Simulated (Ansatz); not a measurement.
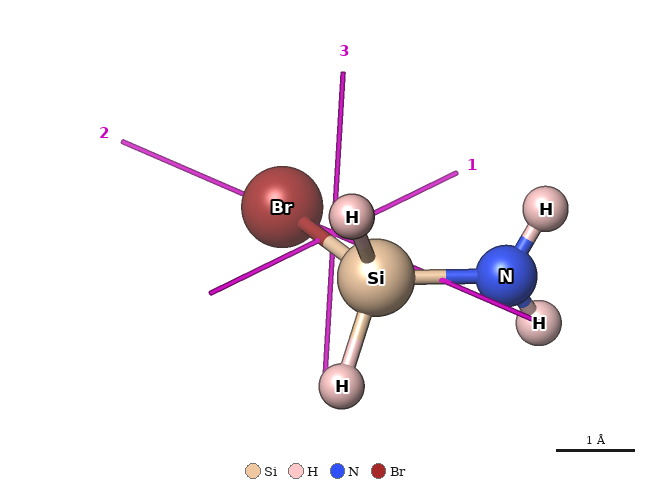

The three principal axes of inertia are drawn and numbered. Depth is shown by fading: the farther an atom, the more it takes the colour of the background. The computed structure is the end point of a PBE0-D4/def2-TZVP optimisation. Masses are those of the most abundant isotopes; constants are for the rigid equilibrium geometry.

### Which line is the a axis (least moment of inertia), which b and which c?

a is line 2, b is line 1, c is line 3; the moments are 27.6, 208, 227 u Å².

### Classify the rotor and give the rotational constants (MHz).

An asymmetric top (Cs): A = 18298, B = 2424, C = 2225 MHz. Ray's parameter κ is −0.98, close to the prolate limit.
